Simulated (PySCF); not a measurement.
## NMR shielding calculation, with input and output: C8H12

- system: C8H12, SMILES CC#CC1CCCC1
- method: GIAO PBE0/pcSseg-1 NMR shielding, non-relativistic, IEF-PCM chloroform (PySCF 2.14.0)

The geometry comes from this level: GFN2-xTB. Figures and captions count atoms from 1; the log counts them from 0 in places.

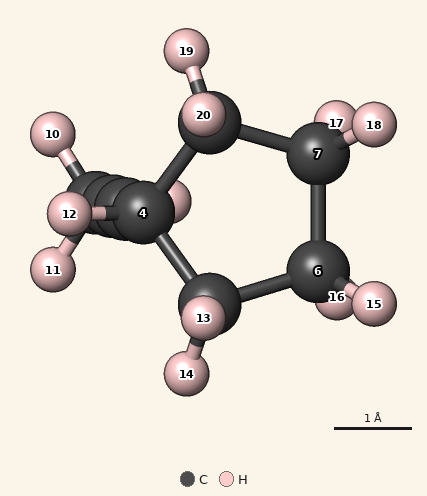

The structure (ball-and-stick view, seen at an oblique angle; atoms are numbered from 1 in the order of the input).

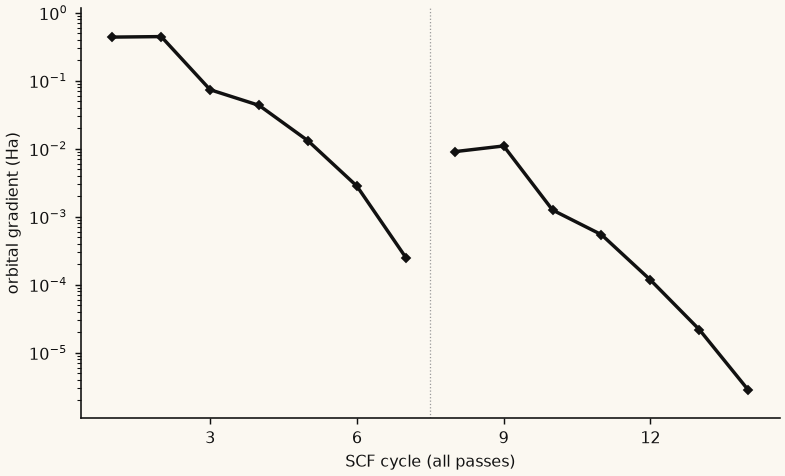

Convergence of the self-consistent field: orbital gradient against the SCF cycle. The dotted line marks the change from a coarse to the final integration grid. The first 7 cycles use a coarse grid, the final grid takes over at cycle 8, and the field converges after 14 cycles in all.

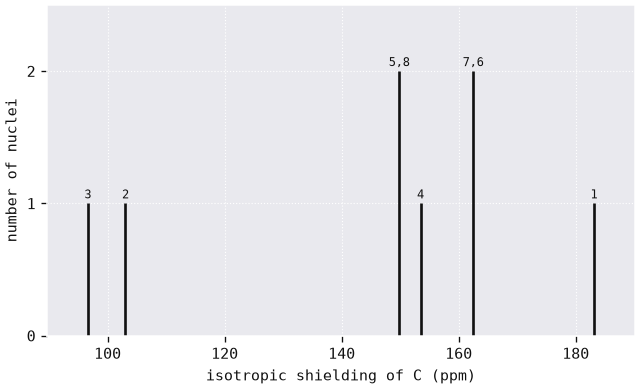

Isotropic shieldings of the carbon nuclei in this fixed geometry, labelled by atom number; shielding grows to the right, so chemical shift grows to the left. The least shielded is C3 (96.6 ppm), the most shielded C1 (183.1 ppm).

The input and output of the run follow.

The input:
```
{"job": {"xc": "PBE0", "basis": "pcSseg-1", "solvent": "chloroform", "kind": "nmr", "pop": false}, "charge": 0, "multiplicity": 1}
C      2.955861    -0.247558    -1.746184
C      1.970252    -0.115934    -0.693648
C      1.162023    -0.006566     0.184388
C      0.162132     0.125505     1.229171
C     -0.769662     1.311943     0.951235
C     -1.739297     0.785922    -0.112729
C     -1.763636    -0.746277     0.054235
C     -0.810978    -1.060139     1.212808
H      2.460763    -0.346030    -2.712441
H      3.571500    -1.130519    -1.573940
H      3.599729     0.631811    -1.768064
H      0.670644     0.223014     2.193953
H     -1.308207     1.564873     1.866386
H     -0.226005     2.194205     0.615358
H     -2.730704     1.222097     0.006475
H     -1.376650     1.047984    -1.106572
H     -1.408975    -1.227306    -0.857232
H     -2.768325    -1.115931     0.257454
H     -0.299442    -2.012877     1.081070
H     -1.356170    -1.087538     2.158105
```

The first line tells a small driver script what to run in PySCF; the rest is the geometry in Å.

Run as:
```bash
OMP_NUM_THREADS=1 python <driver script> task.json out
```

Output:
```
coarse grid: 16128 points
cycle   1  E = -311.4930211889  dE =  1.014e+00  |g| = 4.386e-01  |ddm| = 4.383e+00
cycle   2  E = -311.4941645640  dE = -1.143e-03  |g| = 4.463e-01  |ddm| = 1.045e+00
cycle   3  E = -311.5454741342  dE = -5.131e-02  |g| = 7.378e-02  |ddm| = 5.590e-01
cycle   4  E = -311.5462825326  dE = -8.084e-04  |g| = 4.346e-02  |ddm| = 1.011e-01
cycle   5  E = -311.5467057668  dE = -4.232e-04  |g| = 1.310e-02  |ddm| = 4.051e-02
cycle   6  E = -311.5467450339  dE = -3.927e-05  |g| = 2.820e-03  |ddm| = 1.349e-02
cycle   7  E = -311.5467470541  dE = -2.020e-06  |g| = 2.514e-04  |ddm| = 3.525e-03
final grid: 154128 points
cycle   8  E = -311.5977328794  dE = -4.903e-05  |g| = 9.064e-03  |ddm| = 5.360e-02
cycle   9  E = -311.5977241245  dE =  8.755e-06  |g| = 1.099e-02  |ddm| = 2.024e-02
cycle  10  E = -311.5977541299  dE = -3.001e-05  |g| = 1.254e-03  |ddm| = 1.184e-02
cycle  11  E = -311.5977544443  dE = -3.144e-07  |g| = 5.444e-04  |ddm| = 1.428e-03
cycle  12  E = -311.5977545135  dE = -6.921e-08  |g| = 1.176e-04  |ddm| = 4.876e-04
cycle  13  E = -311.5977545168  dE = -3.314e-09  |g| = 2.190e-05  |ddm| = 1.393e-04
cycle  14  E = -311.5977545170  dE = -1.197e-10  |g| = 2.833e-06  |ddm| = 3.348e-05
converged SCF energy = -311.5977545170

GIAO shielding tensors (ppm)
atom      isotropic    diamagn.    paramagn.     s11        s22        s33       span
  0 C      183.124     254.242     -71.118    175.493    175.933    197.948     22.455
  1 C      103.060     269.889    -166.829     18.104     28.957    262.119    244.016
  2 C       96.623     265.088    -168.465     -4.242     14.306    279.804    284.045
  3 C      153.478     247.654     -94.176    138.787    159.028    162.620     23.833
  4 C      149.841     248.341     -98.500    124.913    151.657    172.953     48.039
  5 C      162.502     247.615     -85.113    132.235    174.796    180.476     48.241
  6 C      162.461     247.631     -85.170    132.228    174.722    180.432     48.204
  7 C      149.844     248.371     -98.527    124.953    151.687    172.892     47.938
  8 H       29.685      31.079      -1.394     24.164     28.408     36.482     12.318
  9 H       29.673      27.778       1.895     24.256     27.815     36.948     12.692
 10 H       29.672      27.806       1.867     24.257     27.815     36.945     12.688
 11 H       28.780      30.412      -1.632     23.662     26.967     35.711     12.050
 12 H       30.079      31.201      -1.122     25.068     27.653     37.518     12.450
 13 H       29.886      30.831      -0.945     25.857     27.596     36.204     10.347
 14 H       29.939      29.574       0.365     24.705     27.616     37.496     12.792
 15 H       29.708      31.075      -1.367     26.006     26.959     36.160     10.154
 16 H       29.708      31.078      -1.370     26.018     26.955     36.151     10.133
 17 H       29.938      29.566       0.372     24.711     27.610     37.493     12.782
 18 H       29.889      30.817      -0.929     25.858     27.590     36.218     10.360
 19 H       30.083      31.196      -1.113     25.081     27.648     37.520     12.439
```

Results in brief:

| quantity | value |
| --- | --- |
| outcome | converged |
| total energy | −311.597755 hartree |
| HOMO | −7.18 eV |
| LUMO | 1.19 eV |
| dipole moment | 0.22 D |
| isotropic shielding, C | 96.6 to 183.1 ppm |
| isotropic shielding, H | 28.8 to 30.1 ppm |
| hardware | 1 CPU thread, shared host |
| wall time | 45 s |
| peak memory | 1.1 GiB |
